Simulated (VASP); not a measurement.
# A VASP study of SbSe2 (PBE): structure first, properties next, part 3 of 4

Wanted: the relaxed cell of SbSe2 and its properties. The cell is invented: it takes the structure of COD entry 1538289, VSe2 (space group 164 there), with some of its atoms replaced by other elements, volume scaled by an estimate. It may not be a known or stable phase.

VASP 6.6.1, plane waves and PAW; the level of theory is named at each step.

Still holding for the runs below: This run has no spin polarisation. Its electron count is odd, so without a moment it is a metal by construction. The k-mesh is coarse for a metal.

So far. Step 5 (Band structure (PBE)): There is no gap at this level. Step 6 (Density of states (PBE)): The finer mesh and the other smearing move the Fermi level by -0.01 eV from the 7×7×4 run, a small shift, which tests the Fermi level alone. Of the states within 0.3 eV of the Fermi level, the largest shares in the PAW spheres are Se p 45 % and Sb s 13 %. The rest lies in smaller channels or between the spheres.

### 7. Volume scan with PBE, volume scale 0.94

Level of this step: PBE; plane waves and PAW (Sb, Se); invented cell (VASP).

An equation of state needs energies on both sides of the minimum, all on one mesh and cutoff.

INCAR

```
SYSTEM = SbSe2
PREC = Accurate
ENCUT = 400
EDIFF = 1E-06
NELM = 100
ISMEAR = 0
SIGMA = 0.05
LREAL = .FALSE.
ALGO = Normal
GGA = PE
LORBIT = 11
LWAVE = .FALSE.
LCHARG = .FALSE.
ISIF = 2
```

POSCAR

```
SbSe2
1.0
    3.8097737422      0.0000000349      0.0000000000
   -1.9048863216      3.2993602365      0.0000000000
    0.0000000000      0.0000000000      6.2887688618
Sb Se
1 2
Direct
    0.0000000000      0.0000000000      0.0000000000
    0.3333333300      0.6666666700      0.2621724083
    0.6666666700      0.3333333300      0.7378275917
```

KPOINTS

```
Automatic mesh
0
Gamma
7 7 4
0 0 0
```

PAW data sets: Sb and Se (PBE family, release 64).

Launch:

```
> mpirun -np 1 vasp_std
```

The log of the run:

```text
[... set-up lines as in an earlier step ...]
 entering main loop
       N       E                     dE             d eps       ncg     rms          rms(c)
DAV:   1     0.717773314635E+02    0.71777E+02   -0.53130E+03   672   0.885E+02
DAV:   2    -0.635164419142E+01   -0.78129E+02   -0.74453E+02   900   0.170E+02
DAV:   3    -0.116877131518E+02   -0.53361E+01   -0.52333E+01   864   0.499E+01
DAV:   4    -0.117634213526E+02   -0.75708E-01   -0.75469E-01   756   0.643E+00
DAV:   5    -0.117644126824E+02   -0.99133E-03   -0.99109E-03   796   0.771E-01    0.509E+00
DAV:   6    -0.115321601520E+02    0.23225E+00   -0.33570E-01   692   0.446E+00    0.339E+00
DAV:   7    -0.115324075014E+02   -0.24735E-03   -0.15396E-01   764   0.229E+00    0.114E+00
DAV:   8    -0.115323208820E+02    0.86619E-04   -0.42102E-03   760   0.598E-01    0.401E-01
DAV:   9    -0.115327567696E+02   -0.43589E-03   -0.13749E-03   724   0.317E-01    0.105E-01
DAV:  10    -0.115327533360E+02    0.34336E-05   -0.58152E-05   836   0.569E-02    0.417E-02
DAV:  11    -0.115327700642E+02   -0.16728E-04   -0.40759E-05   712   0.512E-02    0.138E-02
DAV:  12    -0.115327692948E+02    0.76948E-06   -0.61808E-06   744   0.185E-02
   1 F= -.11532769E+02 E0= -.11530944E+02  d E =-.365086E-02
```

The job ended after 31 s (1 MPI rank of AMD EPYC 7R43, shared host; peak memory 0.15 GiB).

Parts of OUTCAR (step 7):

```text
   ENCUT  =  400.0 eV  29.40 Ry    5.42 a.u.   6.21  6.21 10.26*2*pi/ulx,y,z

   NELECT =      17.0000    total number of electrons

 E-fermi :   4.7412

 k-point     1 :       0.0000    0.0000    0.0000
  band No.  band energies     occupation
    ...
      5       3.1412      2.00000
      6       3.3377      2.00000
      7       3.6572      2.00000
      8       3.6572      2.00000
      9       3.9513      2.00000
     10       6.4866      0.00000
     11       7.3836      0.00000
     12       7.3836      0.00000

  Total        1.9713797      1.9713789      2.0359690      0.0000003      0.0000000     -0.0000000
  in kB       39.9563949     39.9563806     41.2655069      0.0000070      0.0000000     -0.0000000
  external PRESSURE =      40.3927608 kB  Pullay stress =       0.0000000 kB

 POSITION                                       TOTAL-FORCE (eV/Angst)
 -----------------------------------------------------------------------------------
      0.00000      0.00000      0.00000         0.000000      0.000000      0.000000
      0.00000      2.19957      1.64874        -0.000000      0.000000      0.517393
      1.90489      1.09979      4.64003         0.000000     -0.000000     -0.517393
 -----------------------------------------------------------------------------------
    total drift:                               -0.000000     -0.000000      0.000000

  FREE ENERGIE OF THE ION-ELECTRON SYSTEM (eV)
  ---------------------------------------------------
  free  energy   TOTEN  =       -11.5327692948 eV

  energy  without entropy=      -11.5291184321  energy(sigma->0) =      -11.53094386

[... 3 parts as in an earlier step ...]

[... 13 further parts left out ...]
```

The scan keeps the cell's shape and the fractional positions fixed.

Numbers from this step:

| Quantity | Value |
| --- | --- |
| SCF cycles | 12 |
| irreducible k-points | 28 |
| free energy (TOTEN) | -11.53 eV |
| energy at zero smearing | -11.53 eV |
| Fermi energy | 4.741 eV |
| pressure | 4.039 GPa |

Force by atom:

```tsv
atom	x (eV/Å)	y (eV/Å)	z (eV/Å)	size
Sb1	0.000	0.000	0.000	0.000
Se2	0.000	0.000	0.517	0.517
Se3	0.000	0.000	-0.517	0.517
```

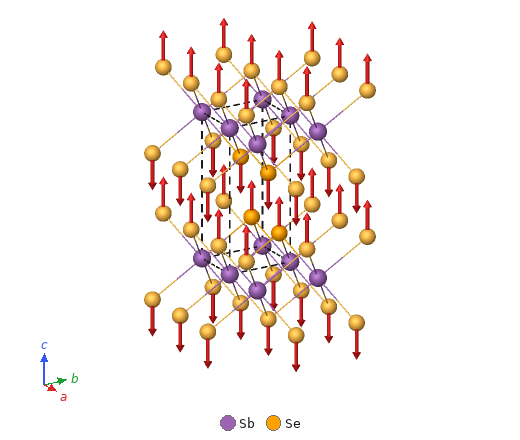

Force as arrows, the longest 0.517 eV/Å. 2×1×1 cells are drawn. Some periodic images of atoms are drawn too.

The pressure here is 4.04 GPa.

### 8. Volume scan with PBE, volume scale 0.96

INCAR is that of step 7.

POSCAR

```
SbSe2
1.0
    3.8366040187      0.0000000351      0.0000000000
   -1.9183014560      3.3225959333      0.0000000000
    0.0000000000      0.0000000000      6.3330574256
Sb Se
1 2
Direct
    0.0000000000      0.0000000000      0.0000000000
    0.3333333300      0.6666666700      0.2621724083
    0.6666666700      0.3333333300      0.7378275917
```

KPOINTS is that of step 7.

Launch:

```
> mpirun -np 1 vasp_std
```

The log of the run:

```text
[... set-up lines as in an earlier step ...]
 entering main loop
       N       E                     dE             d eps       ncg     rms          rms(c)
DAV:   1     0.738246034066E+02    0.73825E+02   -0.52441E+03   672   0.879E+02
DAV:   2    -0.598797613092E+01   -0.79813E+02   -0.75451E+02   884   0.169E+02
DAV:   3    -0.117101260093E+02   -0.57221E+01   -0.56030E+01   812   0.513E+01
DAV:   4    -0.118029767688E+02   -0.92851E-01   -0.92265E-01   804   0.704E+00
DAV:   5    -0.118042393432E+02   -0.12626E-02   -0.12622E-02   792   0.860E-01    0.492E+00
DAV:   6    -0.115653290950E+02    0.23891E+00   -0.34123E-01   684   0.453E+00    0.327E+00
DAV:   7    -0.115668527320E+02   -0.15236E-02   -0.15249E-01   744   0.227E+00    0.114E+00
DAV:   8    -0.115669382809E+02   -0.85549E-04   -0.40914E-03   764   0.592E-01    0.397E-01
DAV:   9    -0.115673959190E+02   -0.45764E-03   -0.13960E-03   728   0.322E-01    0.102E-01
DAV:  10    -0.115673952127E+02    0.70632E-06   -0.61459E-05   824   0.587E-02    0.428E-02
DAV:  11    -0.115674133233E+02   -0.18111E-04   -0.44786E-05   700   0.536E-02    0.140E-02
DAV:  12    -0.115674123053E+02    0.10180E-05   -0.70313E-06   760   0.198E-02    0.602E-03
DAV:  13    -0.115674122997E+02    0.56314E-08   -0.15582E-06   408   0.885E-03
   1 F= -.11567412E+02 E0= -.11565546E+02  d E =-.373225E-02
```

Wall time 33 s (1 MPI rank); peak memory 0.14 GiB.

OUTCAR, selected parts (step 8):

```text
   ENCUT  =  400.0 eV  29.40 Ry    5.42 a.u.   6.26  6.26 10.33*2*pi/ulx,y,z

   NELECT =      17.0000    total number of electrons

 E-fermi :   4.4839

 k-point     1 :       0.0000    0.0000    0.0000
  band No.  band energies     occupation
    ...
      5       2.9456      2.00000
      6       3.1090      2.00000
      7       3.4541      2.00000
      8       3.4541      2.00000
      9       3.6734      2.00000
     10       6.2455      0.00000
     11       7.1106      0.00000
     12       7.1106      0.00000

  Total        1.2689948      1.2689943      1.3091855      0.0000002     -0.0000000     -0.0000000
  in kB       25.1844505     25.1844415     25.9820748      0.0000044     -0.0000000     -0.0000000
  external PRESSURE =      25.4503223 kB  Pullay stress =       0.0000000 kB

 POSITION                                       TOTAL-FORCE (eV/Angst)
 -----------------------------------------------------------------------------------
      0.00000      0.00000      0.00000         0.000000      0.000000      0.000000
      0.00000      2.21506      1.66035         0.000000      0.000000      0.333428
      1.91830      1.10753      4.67270        -0.000000     -0.000000     -0.333428
 -----------------------------------------------------------------------------------
    total drift:                               -0.000000     -0.000000     -0.000000

  FREE ENERGIE OF THE ION-ELECTRON SYSTEM (eV)
  ---------------------------------------------------
  free  energy   TOTEN  =       -11.5674122997 eV

  energy  without entropy=      -11.5636800500  energy(sigma->0) =      -11.56554617

[... 3 parts as in an earlier step ...]

[... 13 further parts left out ...]
```

Numbers from this step:

```
SCF cycles              : 13
free energy (TOTEN)     : -11.57 eV
energy at zero smearing : -11.57 eV
Fermi energy            : 4.484 eV
pressure                : 2.545 GPa
```

Force by atom:

```tsv
atom	x (eV/Å)	y (eV/Å)	z (eV/Å)	size
Sb1	0.000	0.000	0.000	0.000
Se2	0.000	0.000	0.333	0.333
Se3	0.000	0.000	-0.333	0.333
```

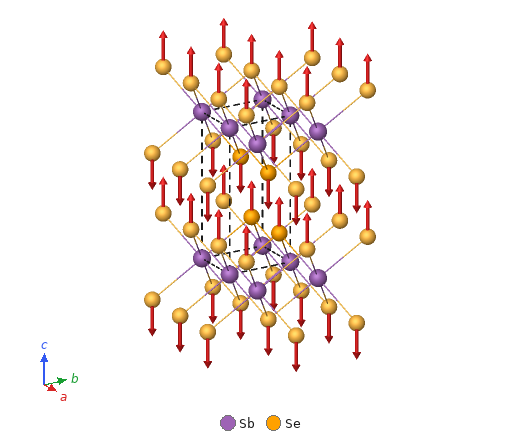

Force as arrows, the longest 0.333 eV/Å. 2×1×1 cells are drawn. Some periodic images of atoms are drawn too.

The pressure falls from 4.04 to 2.55 GPa.

### 9. Volume scan with PBE, volume scale 0.98

INCAR is that of step 8.

POSCAR

```
SbSe2
1.0
    3.8630641929      0.0000000354      0.0000000000
   -1.9315315393      3.3455111122      0.0000000000
    0.0000000000      0.0000000000      6.3767350640
Sb Se
1 2
Direct
    0.0000000000      0.0000000000      0.0000000000
    0.3333333300      0.6666666700      0.2621724083
    0.6666666700      0.3333333300      0.7378275917
```

KPOINTS is that of step 8.

Launch:

```
> mpirun -np 1 vasp_std
```

The log of the run:

```text
[... set-up lines as in an earlier step ...]
 entering main loop
       N       E                     dE             d eps       ncg     rms          rms(c)
DAV:   1     0.766242132261E+02    0.76624E+02   -0.53062E+03   672   0.886E+02
DAV:   2    -0.600049668150E+01   -0.82625E+02   -0.79312E+02   908   0.176E+02
DAV:   3    -0.117473878547E+02   -0.57469E+01   -0.56573E+01   840   0.516E+01
DAV:   4    -0.118287560177E+02   -0.81368E-01   -0.81067E-01   756   0.700E+00
[...]
DAV:  11    -0.115872847362E+02   -0.19454E-04   -0.48033E-05   696   0.556E-02    0.135E-02
DAV:  12    -0.115872834806E+02    0.12556E-05   -0.75487E-06   728   0.206E-02    0.607E-03
DAV:  13    -0.115872835105E+02   -0.29872E-07   -0.16720E-06   420   0.913E-03
   1 F= -.11587284E+02 E0= -.11585368E+02  d E =-.383094E-02
```

Elapsed: 32 s, on 1 MPI rank; peak memory 0.14 GiB.

Parts of OUTCAR (step 9):

```text
  Total        0.6211331      0.6211328      0.6357422      0.0000001     -0.0000000     -0.0000000
  in kB       12.0754256     12.0754213     12.3594411      0.0000021     -0.0000000     -0.0000000
  external PRESSURE =      12.1700960 kB  Pullay stress =       0.0000000 kB

 POSITION                                       TOTAL-FORCE (eV/Angst)
 -----------------------------------------------------------------------------------
      0.00000      0.00000      0.00000        -0.000000      0.000000      0.000000
      0.00000      2.23034      1.67180         0.000000     -0.000000      0.163001
      1.93153      1.11517      4.70493         0.000000      0.000000     -0.163001
 -----------------------------------------------------------------------------------
    total drift:                               -0.000000     -0.000000      0.000000

  FREE ENERGIE OF THE ION-ELECTRON SYSTEM (eV)
  ---------------------------------------------------
  free  energy   TOTEN  =       -11.5872835105 eV

  energy  without entropy=      -11.5834525679  energy(sigma->0) =      -11.58536804

[... 1 part as in an earlier step ...]

[... 2 further parts left out ...]
[key lines of the parts left out:]
E-fermi :   4.2365
```

The pressure falls from 2.55 to 1.22 GPa.

The run ends at a pressure of 1.22 GPa, with forces up to 0.16 eV/Å.

### 10. Volume scan with PBE, volume scale 1

INCAR is that of step 9.

POSCAR

```
SbSe2
1.0
    3.8891667698      0.0000000356      0.0000000000
   -1.9445828240      3.3681166027      0.0000000000
    0.0000000000      0.0000000000      6.4198224187
Sb Se
1 2
Direct
    0.0000000000      0.0000000000      0.0000000000
    0.3333333300      0.6666666700      0.2621724083
    0.6666666700      0.3333333300      0.7378275917
```

KPOINTS is that of step 9.

Launch:

```
> mpirun -np 1 vasp_std
```

The log of the run:

```text
[... set-up lines as in an earlier step ...]
 entering main loop
       N       E                     dE             d eps       ncg     rms          rms(c)
[... 13 cycles as in an earlier step ...]
   1 F= -.11593974E+02 E0= -.11592003E+02  d E =-.394071E-02
```

Wall time 35 s (1 MPI rank); peak memory 0.15 GiB.

From OUTCAR (step 10):

```text
[... 6 parts as in an earlier step ...]

[... 1 further part left out ...]
[key lines of the parts left out:]
E-fermi :   3.9990
```

The pressure falls from 1.22 to 0.03 GPa.

The run ends at a pressure of 0.03 GPa, with forces up to 0.0049 eV/Å.

### 11. Volume scan with PBE, volume scale 1.02

INCAR is that of step 10.

POSCAR

```
SbSe2
1.0
    3.9149235917      0.0000000358      0.0000000000
   -1.9574612313      3.3904226607      0.0000000000
    0.0000000000      0.0000000000      6.4623390380
Sb Se
1 2
Direct
    0.0000000000      0.0000000000      0.0000000000
    0.3333333300      0.6666666700      0.2621724083
    0.6666666700      0.3333333300      0.7378275917
```

KPOINTS is that of step 10.

Launch:

```
> mpirun -np 1 vasp_std
```

The log of the run:

```text
[... set-up lines as in an earlier step ...]
 entering main loop
       N       E                     dE             d eps       ncg     rms          rms(c)
DAV:   1     0.713228970859E+02    0.71323E+02   -0.51960E+03   672   0.874E+02
DAV:   2    -0.622997787926E+01   -0.77553E+02   -0.74445E+02   932   0.169E+02
DAV:   3    -0.117711680140E+02   -0.55412E+01   -0.54332E+01   816   0.499E+01
DAV:   4    -0.118434446976E+02   -0.72277E-01   -0.71907E-01   752   0.652E+00
[...]
DAV:  11    -0.115888744877E+02   -0.21426E-04   -0.46801E-05   680   0.559E-02    0.109E-02
DAV:  12    -0.115888730558E+02    0.14319E-05   -0.67336E-06   700   0.198E-02    0.624E-03
DAV:  13    -0.115888731472E+02   -0.91352E-07   -0.17918E-06   420   0.945E-03
   1 F= -.11588873E+02 E0= -.11586840E+02  d E =-.406694E-02
```

Elapsed: 32 s, on 1 MPI rank; peak memory 0.14 GiB.

Parts of OUTCAR (step 11):

```text
  Total       -0.5384912     -0.5384910     -0.5779783     -0.0000001      0.0000000      0.0000000
  in kB      -10.0582467    -10.0582431    -10.7958104     -0.0000018      0.0000000      0.0000000
  external PRESSURE =     -10.3041001 kB  Pullay stress =       0.0000000 kB

 POSITION                                       TOTAL-FORCE (eV/Angst)
 -----------------------------------------------------------------------------------
      0.00000      0.00000      0.00000        -0.000000      0.000000      0.000000
      0.00000      2.26028      1.69425         0.000000      0.000000     -0.141944
      1.95746      1.13014      4.76809         0.000000     -0.000000      0.141944
 -----------------------------------------------------------------------------------
    total drift:                               -0.000000     -0.000000      0.000000

  FREE ENERGIE OF THE ION-ELECTRON SYSTEM (eV)
  ---------------------------------------------------
  free  energy   TOTEN  =       -11.5888731472 eV

  energy  without entropy=      -11.5848062064  energy(sigma->0) =      -11.58683968

[... 1 part as in an earlier step ...]

[... 2 further parts left out ...]
[key lines of the parts left out:]
E-fermi :   3.7707
```

The pressure falls from 0.03 to -1.03 GPa.

The run ends at a pressure of -1.03 GPa, with forces up to 0.14 eV/Å.

### 12. Volume scan with PBE, volume scale 1.04

INCAR is that of step 11.

POSCAR

```
SbSe2
1.0
    3.9403458858      0.0000000361      0.0000000000
   -1.9701723746      3.4124390092      0.0000000000
    0.0000000000      0.0000000000      6.5043034544
Sb Se
1 2
Direct
    0.0000000000      0.0000000000      0.0000000000
    0.3333333300      0.6666666700      0.2621724083
    0.6666666700      0.3333333300      0.7378275917
```

KPOINTS is that of step 11.

Launch:

```
> mpirun -np 1 vasp_std
```

The log of the run:

```text
[... set-up lines as in an earlier step ...]
 entering main loop
       N       E                     dE             d eps       ncg     rms          rms(c)
DAV:   1     0.736250851099E+02    0.73625E+02   -0.53294E+03   672   0.879E+02
DAV:   2    -0.605630168591E+01   -0.79681E+02   -0.76887E+02   920   0.170E+02
DAV:   3    -0.117584728781E+02   -0.57022E+01   -0.55717E+01   828   0.503E+01
DAV:   4    -0.118348854634E+02   -0.76413E-01   -0.76239E-01   740   0.678E+00
[...]
DAV:  11    -0.115732248309E+02   -0.21480E-04   -0.42144E-05   680   0.539E-02    0.844E-03
DAV:  12    -0.115732233934E+02    0.14374E-05   -0.55808E-06   704   0.182E-02    0.659E-03
DAV:  13    -0.115732234915E+02   -0.98058E-07   -0.17000E-06   380   0.934E-03
   1 F= -.11573223E+02 E0= -.11571114E+02  d E =-.421981E-02
```

Elapsed: 31 s, on 1 MPI rank; peak memory 0.14 GiB.

From OUTCAR (step 12):

```text
  Total       -1.0561193     -1.0561190     -1.1254559     -0.0000002      0.0000000     -0.0000000
  in kB      -19.3474412    -19.3474343    -20.6176431     -0.0000034      0.0000000     -0.0000000
  external PRESSURE =     -19.7708396 kB  Pullay stress =       0.0000000 kB

 POSITION                                       TOTAL-FORCE (eV/Angst)
 -----------------------------------------------------------------------------------
      0.00000      0.00000      0.00000        -0.000000      0.000000      0.000000
      0.00000      2.27496      1.70525         0.000000      0.000000     -0.278376
      1.97017      1.13748      4.79905        -0.000000     -0.000000      0.278376
 -----------------------------------------------------------------------------------
    total drift:                               -0.000000     -0.000000     -0.000000

  FREE ENERGIE OF THE ION-ELECTRON SYSTEM (eV)
  ---------------------------------------------------
  free  energy   TOTEN  =       -11.5732234915 eV

  energy  without entropy=      -11.5690036812  energy(sigma->0) =      -11.57111359

[... 1 part as in an earlier step ...]

[... 2 further parts left out ...]
[key lines of the parts left out:]
E-fermi :   3.5512
```

The pressure falls from -1.03 to -1.98 GPa.

The run ends at a pressure of -1.98 GPa, with forces up to 0.28 eV/Å.

### 13. Volume scan with PBE, volume scale 1.06

A prediction first. A parabola through the 6 pressures of evenly scaled cells so far, P = 0.03 -56.3 t +137 t² GPa with t = ln(V/V₁) and V₁ the volume at scale 1, gives -2.79 GPa at t = +0.0583.

INCAR is that of step 12.

POSCAR

```
SbSe2
1.0
    3.9654443070      0.0000000363      0.0000000000
   -1.9827215816      3.4341748755      0.0000000000
    0.0000000000      0.0000000000      6.5457332558
Sb Se
1 2
Direct
    0.0000000000      0.0000000000      0.0000000000
    0.3333333300      0.6666666700      0.2621724083
    0.6666666700      0.3333333300      0.7378275917
```

KPOINTS is that of step 12.

Launch:

```
> mpirun -np 1 vasp_std
```

The log of the run:

```text
[... set-up lines as in an earlier step ...]
 entering main loop
       N       E                     dE             d eps       ncg     rms          rms(c)
DAV:   1     0.744040360690E+02    0.74404E+02   -0.51811E+03   672   0.875E+02
DAV:   2    -0.570337299112E+01   -0.80107E+02   -0.76512E+02   924   0.166E+02
DAV:   3    -0.117287850311E+02   -0.60254E+01   -0.58528E+01   836   0.518E+01
DAV:   4    -0.118173514447E+02   -0.88566E-01   -0.88257E-01   760   0.707E+00
[...]
DAV:  11    -0.115482002274E+02   -0.21207E-04   -0.37929E-05   680   0.518E-02    0.696E-03
DAV:  12    -0.115481988635E+02    0.13638E-05   -0.46668E-06   712   0.167E-02    0.722E-03
DAV:  13    -0.115481989434E+02   -0.79848E-07   -0.16110E-06   376   0.923E-03
   1 F= -.11548199E+02 E0= -.11546005E+02  d E =-.438879E-02
```

Wall time 29 s (1 MPI rank); peak memory 0.15 GiB.

Parts of OUTCAR (step 13):

```text
  Total       -1.5356340     -1.5356334     -1.6383711     -0.0000003      0.0000000     -0.0000000
  in kB      -27.6010575    -27.6010476    -29.4476257     -0.0000048      0.0000000     -0.0000000
  external PRESSURE =     -28.2165769 kB  Pullay stress =       0.0000000 kB

 POSITION                                       TOTAL-FORCE (eV/Angst)
 -----------------------------------------------------------------------------------
      0.00000      0.00000      0.00000         0.000000     -0.000000      0.000000
      0.00000      2.28945      1.71611        -0.000000      0.000000     -0.405498
      1.98272      1.14472      4.82962         0.000000     -0.000000      0.405498
 -----------------------------------------------------------------------------------
    total drift:                               -0.000000     -0.000000      0.000000

  FREE ENERGIE OF THE ION-ELECTRON SYSTEM (eV)
  ---------------------------------------------------
  free  energy   TOTEN  =       -11.5481989434 eV

  energy  without entropy=      -11.5438101579  energy(sigma->0) =      -11.54600455

[... 1 part as in an earlier step ...]

[... 2 further parts left out ...]
[key lines of the parts left out:]
E-fermi :   3.3399
```

The pressure falls from -1.98 to -2.82 GPa. The parabola predicted -2.79 GPa, +0.03 GPa off.

(Continued in part 4 of 4.)

[Lines on the potential files, build, host, timing and source positions are cut from VASP's logs without a mark.]

[Logs are printed without paths, hosts, clocks, repeated set-up lines and the standing remarks that a program may print on its own settings, such as how far it seeks lower states.]

[Hosts, paths, dates, database ids (printed as entryN), source tags and the programs' standing remarks are cut or masked in the printed files.]

[A measured line is paired with the nearest computed mode of its activity, which favours agreement.]
